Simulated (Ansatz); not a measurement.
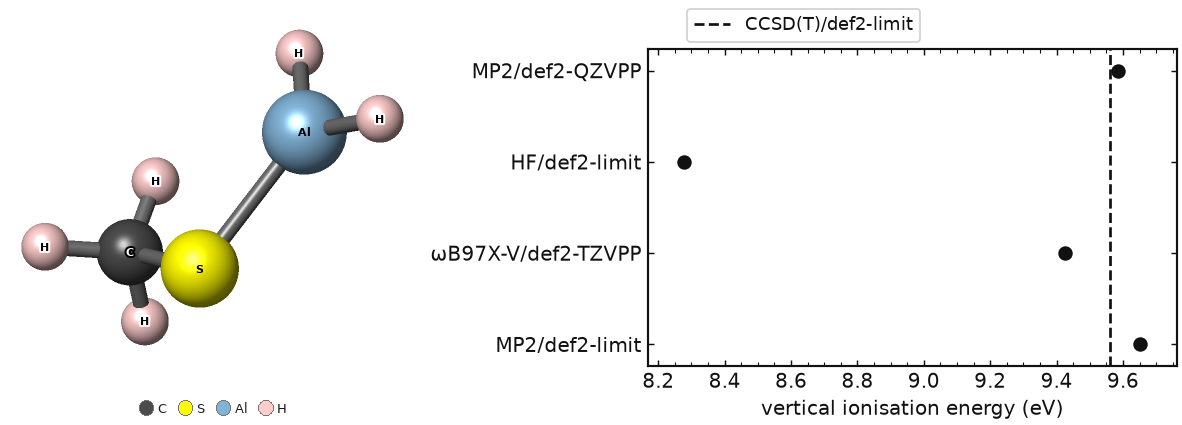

Vertical ionisation energy of CH₅AlS, SMILES C[S][AlH2], singlet, taken as the energy of the cation less that of the neutral at fixed geometry (unrestricted doublet cation, cores frozen in correlated methods, no spin-orbit coupling), the Ansatz code 0.2.0, at a PBE0-D4/def2-TZVP geometry (a minimum by its frequencies). Limit means an estimate of the basis limit from triple and quadruple zeta; for coupled cluster it is either extrapolated directly or built as the MP2 limit plus the step from MP2 in triple zeta. The distance of MP2/def2-QZVPP to the limit includes basis error.

What range do the values span, the line included?

Answer. From 8.28 eV (HF/def2-limit) to 9.65 eV (MP2/def2-limit).

Which level comes closest to the line (CCSD(T)/def2-limit), and which misses most?

Answer. Closest MP2/def2-QZVPP (9.58 eV), against 9.56 eV; farthest HF/def2-limit (8.28 eV).
